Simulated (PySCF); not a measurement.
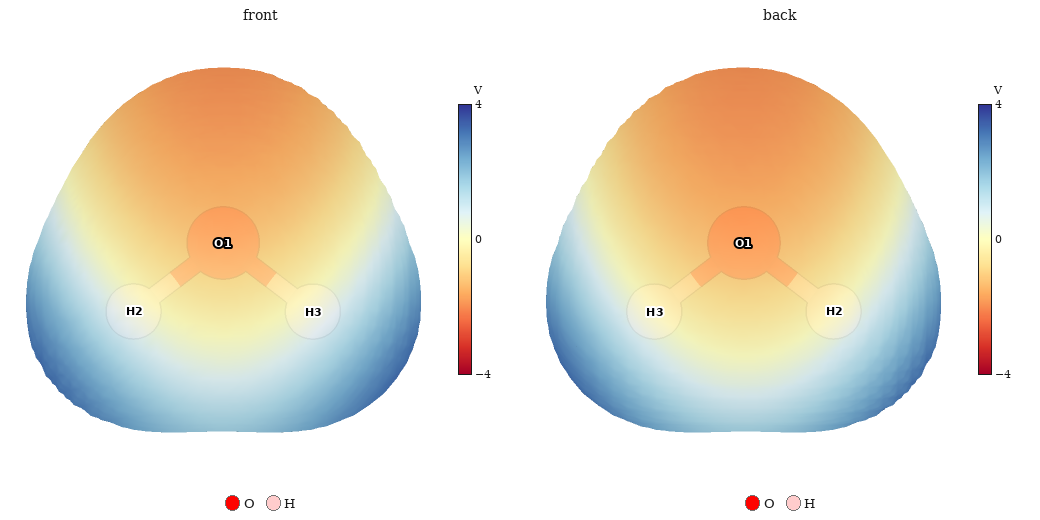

*H2O (SMILES O). The electrostatic potential painted on the density surface at 0.004 e/bohr³, seen from the front and from behind; red is negative and blue positive.*

Geometry: PBE0-D3(BJ)/def2-TZVP.

Theory: PBE0/pcSseg-2, SCF density, gas phase, non-relativistic in PySCF.

```
atom    x (Å)    y (Å)    z (Å)
   O   0.0057   0.3774   0.0021
   H  -0.7614  -0.1989  -0.0134
   H   0.7617  -0.2135  -0.0079
```

Describe the electrostatic potential map.

The most negative region (about −1.9 V) lies over O1, the most positive (about +3.3 V) over H2 and H3. O1 is the likeliest acceptor of a hydrogen bond.
